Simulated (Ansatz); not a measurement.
**AlGaH+ (quintet): the correlation ladder, cc-pVTZ**

How much of the correlation energy of AlGaH+ (quintet) does each wave-function method recover here?

Method: cc-pVTZ, core rule «outside noble gas», up to 19 orbitals frozen; program: Ansatz 0.2.0, Gaussian basis.

The runs, in order: UHF; CCSD(T) on ROHF; CCSD(T) on UHF; BCCD(T) on ROHF; CCSDT(Q) on ROHF; CCSDT(Q) on UHF; CASSCF and MRCISD+Q, 6 electrons in 9 orbitals; CASSCF and NEVPT2, 6 electrons in 9 orbitals.

22 further runs of the same task are left out: 4 for a known fault of the program, 10 that didn't finish, 8 set aside as unsound or not needed. Runs told in other sessions of the task aren't counted.

**1. What is computed**

The geometry is a PBE0/def2-TZVP stationary point (not a proven minimum) of the parent state, kept for this charge and spin. No spin-orbit coupling is included. The filled d shell of Ga may be among the frozen orbitals whatever the setting's name suggests.

3 atoms, charge 1, spin multiplicity 5.

Atoms are counted from 1 here; the program's logs count them from 0.

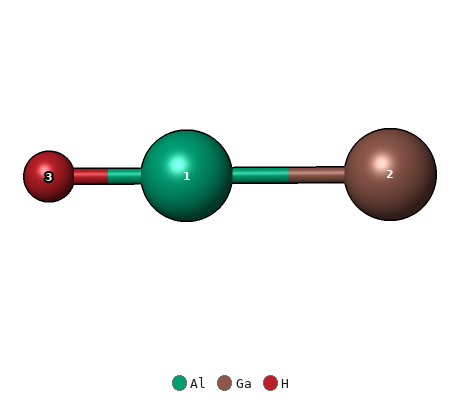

The structure; aluminium teal, gallium brown, hydrogen red; atoms are numbered from 1 in the order of the file.

In the tables R marks a restricted open-shell determinant and U an unrestricted one; 'valence' is the active space of 6 electrons in 9 orbitals; energies count from the table's Hartree-Fock row.

**2. UHF**

Contents of in.yaml:

```yaml
crystal:
  periodic: [false, false, false]
  atoms:
    - {symbol: Al, position_ang: [0.000000, 0.000000, 0.253900]}
    - {symbol: Ga, position_ang: [0.000000, 0.000000, -2.089700]}
    - {symbol: H, position_ang: [0.000000, 0.000000, 1.835800]}
basis:
  gaussian: {orbitals: cc-pVTZ}
total_charge: 1
magnetization: {spin_polarized: true, initial_magnetization: 4}
hamiltonian: {xc: hf}
output: {orbitals: {seedname: orbitals}}
```

Run with:

```console
$ ansatz run in.yaml --threads 1 --pin off --events-out ev --progress --plain --max-ram 2393MiB
```

Log:

```text
Functional definition: HF
  name "HF"
  cite "Fock, Z. Phys. 61, 126 (1930) doi:10.1007/BF01340294"
  parent pbe
  exchange = exact_x
  correlation = 0
584 factors; integrals over basis functions are off by at most 1.5e-3 eV
mean field evaluation 1: about -58921.0384 eV, gradient 7.0e0 eV
mean field evaluation 2: about -58921.0422 eV, gradient 7.0e0 eV
mean field evaluation 4: about -58921.8331 eV, gradient 1.6e0 eV
mean field evaluation 8: about -58921.7307 eV, gradient 6.9e-1 eV
mean field evaluation 16: about -58922.6621 eV, gradient 1.1e-5 eV
mean field -58922.66210456 eV, -2165.3678931277 hartree, gradient 1.1e-5 eV, S^2 6.014305; 0 other end points of the search recorded, 0 dependent functions left out
reference -58922.66210456 eV, -2165.3678931277 hartree; 24, 20 occupied and 67, 71 virtual orbitals, 584 factors
Total energy: -58922.66210456 eV, -2165.3678931277 hartree
```

Run time: 1.6 s. Hardware: 1 thread of Arm Neoverse V1, shared host.

From the report: ⟨S²⟩ of the determinant 6.014 (pure quintet: 6.00).

**3. CCSD(T) on ROHF**

in.yaml: that of step 2 with these lines changed.

```diff
@@ -9,4 +9,3 @@
 total_charge: 1
-magnetization: {spin_polarized: true, initial_magnetization: 4}
-hamiltonian: {xc: hf}
-output: {orbitals: {seedname: orbitals}}
+magnetization: {spin_polarized: false, initial_magnetization: 4}
+correlation: {method: ccsd_t, electrons: outside_noble_gas}
```

Launched as before.

Log (excerpt; [...] marks lines left out):

```text
Functional definition: HF
  name "HF"
  cite "Fock, Z. Phys. 61, 126 (1930) doi:10.1007/BF01340294"
  parent pbe
[...]
584 factors; integrals over basis functions are off by at most 1.5e-3 eV
[...]
mean field -58922.58094401 eV, -2165.3649105325 hartree, gradient 1.3e-6 eV, S^2 6.000000; 5 other end points of the search recorded, 0 dependent functions left out
[...]
determinant -58922.58094401 eV, -2165.3649105325 hartree, with singles and doubles -58924.79163990 eV, -2165.4461521080 hartree
determinant -58919.80671225 eV, -2165.2629593958 hartree, with singles and doubles -58922.09607875 eV, -2165.3470920631 hartree
determinant -58919.61151074 eV, -2165.2557858725 hartree, with singles and doubles -58921.82872048 eV, -2165.3372668277 hartree
determinant -58919.45599673 eV, -2165.2500708380 hartree, with singles and doubles -58922.00494632 eV, -2165.3437430078 hartree
19 core orbitals not correlated: weight in the atoms' cores, before any rotation towards them, 0.999 or more for the frozen orbitals, at most 0.001 for the correlated occupied ones
reference -58922.58094401 eV, -2165.3649105325 hartree; 5, 1 occupied and 67, 71 virtual orbitals, 584 factors
second order -1.57409090 eV of doubles, -0.00926928 eV of singles
cycle   1  -2.16719767 eV  change   -1.6e-1 eV  update   2.6e-2
[...]
cycle  13  -2.21205108 eV  change    4.5e-7 eV  update   4.4e-6
perturbative correction -0.10639936 eV, -0.0039101043 hartree
Total energy: -58924.89939445 eV, -2165.4501120148 hartree
```

Wall time 24 s (1 thread of Arm Neoverse V1, shared host); peak memory 0.26 GiB.

From the report: correlation -2.3185 eV; T1 0.069; largest double amplitude 0.08.

**4. CCSD(T) on UHF**

in.yaml: that of step 3 with these lines changed.

```diff
@@ -9,3 +9,3 @@
 total_charge: 1
-magnetization: {spin_polarized: false, initial_magnetization: 4}
+magnetization: {spin_polarized: true, initial_magnetization: 4}
 correlation: {method: ccsd_t, electrons: outside_noble_gas}
```

The command is unchanged.

Log (excerpt; [...] marks lines left out):

```text
Functional definition: HF
  name "HF"
  cite "Fock, Z. Phys. 61, 126 (1930) doi:10.1007/BF01340294"
  parent pbe
[...]
584 factors; integrals over basis functions are off by at most 1.5e-3 eV
[...]
mean field -58922.66210456 eV, -2165.3678931277 hartree, gradient 5.7e-6 eV, S^2 6.014305; 4 other end points of the search recorded, 0 dependent functions left out
determinant -58922.66210456 eV, -2165.3678931277 hartree, with singles and doubles -58924.85662855 eV, -2165.4485403968 hartree
determinant -58921.76531248 eV, -2165.3349366267 hartree, with singles and doubles -58924.35403271 eV, -2165.4300703403 hartree
determinant -58921.72324191 eV, -2165.3333905619 hartree, with singles and doubles -58924.64578833 eV, -2165.4407921617 hartree
determinant -58919.96282353 eV, -2165.2686963797 hartree, with singles and doubles -58922.08677377 eV, -2165.3467501113 hartree
determinant -58922.66210456 eV, -2165.3678931277 hartree, with singles and doubles -58924.83782794 eV, -2165.4478494871 hartree
determinant -58921.76531248 eV, -2165.3349366267 hartree, with singles and doubles -58924.51170678 eV, -2165.4358647556 hartree
determinant -58921.72324191 eV, -2165.3333905619 hartree, with singles and doubles -58924.69328615 eV, -2165.4425376742 hartree
19 core orbitals not correlated: weight in the atoms' cores, before any rotation towards them, 0.999 or more for the frozen orbitals, at most 0.001 for the correlated occupied ones
reference -58922.66210456 eV, -2165.3678931277 hartree; 5, 1 occupied and 67, 71 virtual orbitals, 584 factors
second order -1.56625421 eV of doubles, -0.00000000 eV of singles
cycle   1  -2.17572392 eV  change   -5.4e-7 eV  update   3.8e-6
perturbative correction -0.10149126 eV, -0.0037297348 hartree
Total energy: -58924.93931973 eV, -2165.4515792418 hartree
```

Wall time 17 s (1 thread of Arm Neoverse V1, shared host); peak memory 0.31 GiB.

From the report: ⟨S²⟩ of the determinant 6.014 (pure quintet: 6.00); correlation -2.2772 eV; T1 0.060; largest double amplitude 0.08.

**5. BCCD(T) on ROHF**

in.yaml: that of step 4 with these lines changed.

```diff
@@ -9,3 +9,3 @@
 total_charge: 1
-magnetization: {spin_polarized: true, initial_magnetization: 4}
-correlation: {method: ccsd_t, electrons: outside_noble_gas}
+magnetization: {spin_polarized: false, initial_magnetization: 4}
+correlation: {method: bccd_t, electrons: outside_noble_gas}
```

The command is unchanged.

Log (excerpt; [...] marks lines left out):

```text
Functional definition: HF
  name "HF"
  cite "Fock, Z. Phys. 61, 126 (1930) doi:10.1007/BF01340294"
  parent pbe
[...]
584 factors; integrals over basis functions are off by at most 1.5e-3 eV
[...]
mean field -58922.58094401 eV, -2165.3649105325 hartree, gradient 1.3e-6 eV, S^2 6.000000; 5 other end points of the search recorded, 0 dependent functions left out
[...]
determinant -58922.58094401 eV, -2165.3649105325 hartree, with singles and doubles -58924.79163990 eV, -2165.4461521080 hartree
determinant -58919.80671225 eV, -2165.2629593958 hartree, with singles and doubles -58922.09607875 eV, -2165.3470920631 hartree
determinant -58919.61151074 eV, -2165.2557858725 hartree, with singles and doubles -58921.82872048 eV, -2165.3372668277 hartree
determinant -58919.45599673 eV, -2165.2500708380 hartree, with singles and doubles -58922.00494632 eV, -2165.3437430078 hartree
19 core orbitals not correlated: weight in the atoms' cores, before any rotation towards them, 0.999 or more for the frozen orbitals, at most 0.001 for the correlated occupied ones
reference -58922.58094401 eV, -2165.3649105325 hartree; 5, 1 occupied and 67, 71 virtual orbitals, 584 factors
second order -1.57409090 eV of doubles, -0.00926928 eV of singles
cycle   1  -2.19546821 eV  change   -1.9e-1 eV  update   3.4e-2
[...]
cycle  15  -2.21047664 eV  change   -1.2e-6 eV  update   2.6e-6
perturbative correction -0.12203642 eV, -0.0044847556 hartree
Total energy: -58924.91345706 eV, -2165.4506288063 hartree
```

Run time: 25 s. Hardware: 1 thread of Arm Neoverse V1, shared host; peak memory 0.34 GiB.

From the report: correlation -2.3325 eV; largest double amplitude 0.08.

**6. CCSDT(Q) on ROHF**

in.yaml: that of step 5 with these lines changed.

```diff
@@ -10,2 +10,2 @@
 magnetization: {spin_polarized: false, initial_magnetization: 4}
-correlation: {method: bccd_t, electrons: outside_noble_gas}
+correlation: {method: ccsdt_q, electrons: outside_noble_gas}
```

Launched as before.

Log (excerpt; [...] marks lines left out):

```text
Functional definition: HF
  name "HF"
  cite "Fock, Z. Phys. 61, 126 (1930) doi:10.1007/BF01340294"
  parent pbe
[...]
1046 factors; integrals over basis functions are off by at most 2.4e-7 eV
[...]
mean field -58922.58096773 eV, -2165.3649114043 hartree, gradient 1.4e-6 eV, S^2 6.000000; 5 other end points of the search recorded, 0 dependent functions left out
determinant -58922.58096773 eV, -2165.3649114043 hartree, with singles and doubles -58924.79165773 eV, -2165.4461527632 hartree
determinant -58919.80672559 eV, -2165.2629598862 hartree, with singles and doubles -58922.09609529 eV, -2165.3470926707 hartree
determinant -58919.61152318 eV, -2165.2557863299 hartree, with singles and doubles -58921.82873805 eV, -2165.3372674733 hartree
determinant -58919.45601174 eV, -2165.2500713897 hartree, with singles and doubles -58922.00696239 eV, -2165.3438170972 hartree
19 core orbitals not correlated: weight in the atoms' cores, before any rotation towards them, 0.999 or more for the frozen orbitals, at most 0.001 for the correlated occupied ones
reference -58922.58096773 eV, -2165.3649114043 hartree; 5, 1 occupied and 67, 71 virtual orbitals, 1046 factors
second order -1.57408704 eV of doubles, -0.00926927 eV of singles
cycle   1  -1.91719031 eV  change   -3.3e-1 eV  update   7.2e-2
[...]
cycle  22  -2.38403112 eV  change    6.2e-7 eV  update   3.4e-7
perturbative correction -0.00780327 eV, -0.0002867649 hartree
Total energy: -58924.97280213 eV, -2165.4528096971 hartree
```

Run time: 99 s. Hardware: 1 thread of Arm Neoverse V1, shared host; peak memory 0.73 GiB.

From the report: correlation -2.3918 eV; T1 0.096; largest double amplitude 0.11.

**7. CCSDT(Q) on UHF**

in.yaml: that of step 6 with these lines changed.

```diff
@@ -9,3 +9,3 @@
 total_charge: 1
-magnetization: {spin_polarized: false, initial_magnetization: 4}
+magnetization: {spin_polarized: true, initial_magnetization: 4}
 correlation: {method: ccsdt_q, electrons: outside_noble_gas}
```

The command is unchanged.

Log (excerpt; [...] marks lines left out):

```text
Functional definition: HF
  name "HF"
  cite "Fock, Z. Phys. 61, 126 (1930) doi:10.1007/BF01340294"
  parent pbe
[...]
1046 factors; integrals over basis functions are off by at most 2.4e-7 eV
[...]
mean field -58922.66212854 eV, -2165.3678940090 hartree, gradient 8.3e-6 eV, S^2 6.014305; 3 other end points of the search recorded, 0 dependent functions left out
determinant -58922.66212854 eV, -2165.3678940090 hartree, with singles and doubles -58924.85478769 eV, -2165.4484727465 hartree
determinant -58921.76532651 eV, -2165.3349371423 hartree, with singles and doubles -58924.34982246 eV, -2165.4299156164 hartree
determinant -58921.72325764 eV, -2165.3333911398 hartree, with singles and doubles -58924.64331203 eV, -2165.4407011594 hartree
determinant -58922.66212854 eV, -2165.3678940090 hartree, with singles and doubles -58924.83784316 eV, -2165.4478500466 hartree
determinant -58921.76532651 eV, -2165.3349371423 hartree, with singles and doubles -58924.51172847 eV, -2165.4358655528 hartree
determinant -58921.72325764 eV, -2165.3333911398 hartree, with singles and doubles -58924.69329662 eV, -2165.4425380593 hartree
19 core orbitals not correlated: weight in the atoms' cores, before any rotation towards them, 0.999 or more for the frozen orbitals, at most 0.001 for the correlated occupied ones
reference -58922.66212854 eV, -2165.3678940090 hartree; 5, 1 occupied and 67, 71 virtual orbitals, 1046 factors
second order -1.56625023 eV of doubles, -0.00000000 eV of singles
cycle   1  -1.89898340 eV  change   -3.3e-1 eV  update   7.1e-2
[...]
cycle  22  -2.33679160 eV  change    3.8e-7 eV  update   1.8e-7
perturbative correction -0.00791978 eV, -0.0002910464 hartree
Total energy: -58925.00683992 eV, -2165.4540605629 hartree
```

Run time: 86 s. Hardware: 1 thread of Arm Neoverse V1, shared host; peak memory 0.71 GiB.

From the report: ⟨S²⟩ of the determinant 6.014 (pure quintet: 6.00); correlation -2.3447 eV; T1 0.083; largest double amplitude 0.10.

**8. CASSCF and MRCISD+Q, 6 electrons in 9 orbitals**

in.yaml: that of step 7 with these lines changed.

```diff
@@ -9,3 +9,3 @@
 total_charge: 1
-magnetization: {spin_polarized: true, initial_magnetization: 4}
-correlation: {method: ccsdt_q, electrons: outside_noble_gas}
+magnetization: {spin_polarized: false, initial_magnetization: 4}
+correlation: {method: fic_mrcisd_q, electrons: outside_noble_gas, active_space: {window: {electrons: 6, orbitals: 9}, shells: [{species: Al, l: s, shell: 3}, {species: Al, l: p, shell: 3}, {species: Ga, l: s, shell: 4}, {species: Ga, l: p, shell: 4}, {species: H, l: s, shell: 1}]}}
```

Launched as before.

Log (excerpt; [...] marks lines left out):

```text
Functional definition: HF
  name "HF"
  cite "Fock, Z. Phys. 61, 126 (1930) doi:10.1007/BF01340294"
  parent pbe
[...]
1046 factors; integrals over basis functions are off by at most 2.4e-7 eV
[...]
mean field -58922.58096773 eV, -2165.3649114043 hartree, gradient 1.4e-6 eV, S^2 6.000000; 1 other end points of the search recorded, 0 dependent functions left out
reference -58922.58096773 eV, -2165.3649114043 hartree; 24, 20 occupied and 67, 71 virtual orbitals, 1046 factors
state -58923.55825788 eV, -2165.4008261547 hartree
contracted CI cycle   1: correlation 0.00000000 eV, 0.0000000000 hartree, residual 7.85e0 eV
contracted CI cycle   2: correlation -1.26868808 eV, -0.0466234271 hartree, residual 1.82e0 eV
contracted CI cycle   3: correlation -1.33272222 eV, -0.0489766382 hartree, residual 4.47e-1 eV
contracted CI cycle   4: correlation -1.33640422 eV, -0.0491119491 hartree, residual 1.21e-1 eV
contracted CI cycle   5: correlation -1.33664040 eV, -0.0491206288 hartree, residual 3.35e-2 eV
contracted CI cycle   6: correlation -1.33665809 eV, -0.0491212787 hartree, residual 9.50e-3 eV
contracted CI cycle   7: correlation -1.33665944 eV, -0.0491213283 hartree, residual 2.44e-3 eV
contracted CI cycle   8: correlation -1.33665953 eV, -0.0491213318 hartree, residual 6.94e-4 eV
state -58923.55825788 eV, -2165.4008261547 hartree; corrected -58924.95189331 eV, -2165.4520413123 hartree
Total energy: -58924.95189331 eV, -2165.4520413123 hartree
Checks for a lower state left out: starts, orbital_swaps
```

It took 13 s on 1 thread of Arm Neoverse V1, shared host; peak memory 0.45 GiB.

From the report: 320 determinants; active occupations 1.92, 1.03, 0.98, 0.98, 0.98, 0.05, 0.03, 0.03, 0.01.

**9. CASSCF and NEVPT2, 6 electrons in 9 orbitals**

Contents of in.yaml:

```yaml
crystal:
  periodic: [false, false, false]
  atoms:
    - {symbol: Al, position_ang: [0.000000, 0.000000, 0.253900]}
    - {symbol: Ga, position_ang: [0.000000, 0.000000, -2.089700]}
    - {symbol: H, position_ang: [0.000000, 0.000000, 1.835800]}
basis:
  gaussian: {orbitals: cc-pVTZ}
total_charge: 1
magnetization: {spin_polarized: false, initial_magnetization: 4}
correlation: {method: sc_nevpt2, electrons: outside_noble_gas, active_space: {window: {electrons: 6, orbitals: 9}, shells: [{species: Al, l: s, shell: 3}, {species: Al, l: p, shell: 3}, {species: Ga, l: s, shell: 4}, {species: Ga, l: p, shell: 4}, {species: H, l: s, shell: 1}]}}
```

The command is unchanged.

Log:

```text
Functional definition: HF
  name "HF"
  cite "Fock, Z. Phys. 61, 126 (1930) doi:10.1007/BF01340294"
  parent pbe
  exchange = exact_x
  correlation = 0
1046 factors; integrals over basis functions are off by at most 2.4e-7 eV
mean field evaluation 1: about -58920.9216 eV, gradient 7.7e0 eV
mean field evaluation 2: about -58920.9287 eV, gradient 7.7e0 eV
mean field evaluation 4: about -58921.7814 eV, gradient 1.7e0 eV
mean field evaluation 8: about -58921.6957 eV, gradient 1.0e0 eV
mean field evaluation 16: about -58922.5810 eV, gradient 1.4e-6 eV
mean field -58922.58096773 eV, -2165.3649114043 hartree, gradient 1.4e-6 eV, S^2 6.000000; 1 other end points of the search recorded, 0 dependent functions left out
reference -58922.58096773 eV, -2165.3649114043 hartree; 24, 20 occupied and 67, 71 virtual orbitals, 1046 factors
state -58923.55825788 eV, -2165.4008261547 hartree
state -58923.55825788 eV, -2165.4008261547 hartree; corrected -58924.56784573 eV, -2165.4379278239 hartree
Total energy: -58924.56784573 eV, -2165.4379278239 hartree
Checks for a lower state left out: starts, orbital_swaps
```

Wall time 9 s (1 thread of Arm Neoverse V1, shared host).

From the report: 320 determinants; active occupations 1.92, 1.03, 0.98, 0.98, 0.98, 0.05, 0.03, 0.03, 0.01.

**10. Natural occupations**

Natural occupations of the CASSCF valence state about the gap (report; correlated orbitals 1 to 9): 1.924, 1.027, 0.982, 0.979, 0.979, 0.050, 0.027, 0.027, 0.007. The count of effectively unpaired electrons, Σ n²(2 − n)², is 4.03; a single determinant of this spin has 4.

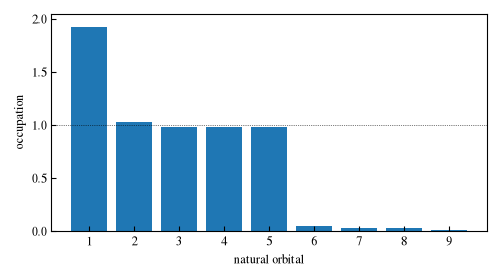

Natural occupations of the CASSCF valence state.

**11. Misses and costs**

No level here is safe as a reference; RCCSDT(Q) serves as a yardstick only. Rows without a time are mean-field rows or come out of runs for another level: lower rungs of the coupled-cluster runs, CASSCF and MRCISD of the multireference runs, or the Hartree-Fock search.

Differences are taken before rounding.

```csv
method,energy from the lowest ROHF (meV),from RCCSDT(Q) (meV),time
ROHF,0.0,+2391.9,
UHF,-81.2,+2310.7,
RMP2,-1583.4,+808.5,
UMP2,-1647.4,+744.4,
RCCSD,-2212.1,+179.8,
UCCSD,-2256.9,+135.0,
RCCSD(T),-2318.5,+73.4,24 s
UCCSD(T),-2358.4,+33.5,17 s
BCCD(T),-2332.5,+59.3,25 s
RCCSDT,-2384.1,+7.8,
UCCSDT,-2418.0,-26.1,
RCCSDT(Q),-2391.9,0,99 s
UCCSDT(Q),-2425.9,-34.0,86 s
CASSCF valence,-977.3,+1414.5,
NEVPT2 valence,-1986.9,+405.0,9 s
MRCISD valence,-2314.0,+77.9,
MRCISD+Q valence,-2370.9,+20.9,13 s
```

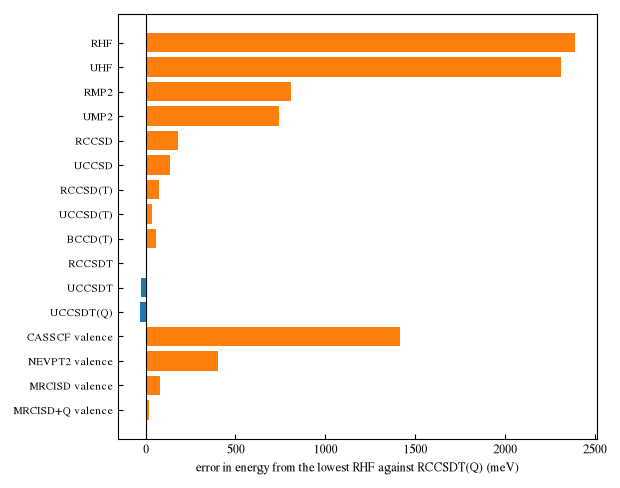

How far each level lands from RCCSDT(Q).

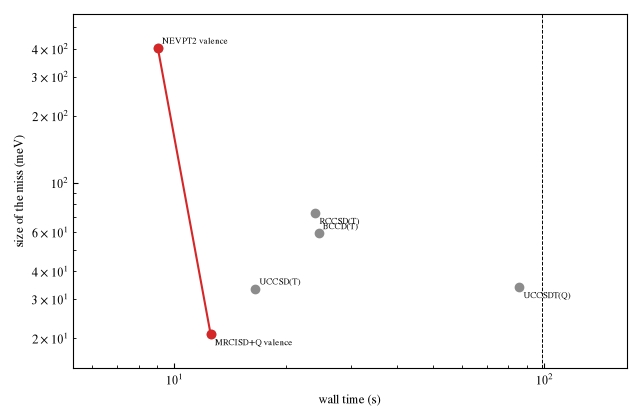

Miss against cost. Red marks the levels that no quicker level drawn beats (of those quicker than the yardstick), and the dashed line is the time of RCCSDT(Q). Times are from a shared host.

**12. Outcome**

| quantity | value |
| --- | --- |
| RCCSDT(Q) from the ROHF energy | -2.3919 eV |
| RMP2 from RCCSDT(Q) | +808.5 meV |
| UMP2 from RCCSDT(Q) | +744.4 meV |
| RCCSD from RCCSDT(Q) | +179.8 meV |
| RCCSD(T) from RCCSDT(Q) | +73.4 meV |
| UCCSD(T) from RCCSDT(Q) | +33.5 meV |
| UCCSDT(Q) from RCCSDT(Q) | -34.0 meV |
| NEVPT2 valence from RCCSDT(Q) | +405.0 meV |
| MRCISD+Q valence from RCCSDT(Q) | +20.9 meV |
| T1 diagnostic | 0.069 |
| effectively unpaired electrons | 4.03 |

RCCSD(T) lands +73.4 meV from the yardstick (3.1 % of the correlation energy). CCSD(T) misses by +73.4 meV on the restricted determinant and by +33.5 meV on the unrestricted one; the two need not hold the same state or core. The occupations are near whole numbers, but T1 = 0.069 shows that the orbitals relax strongly. Warnings: large T1 diagnostic.
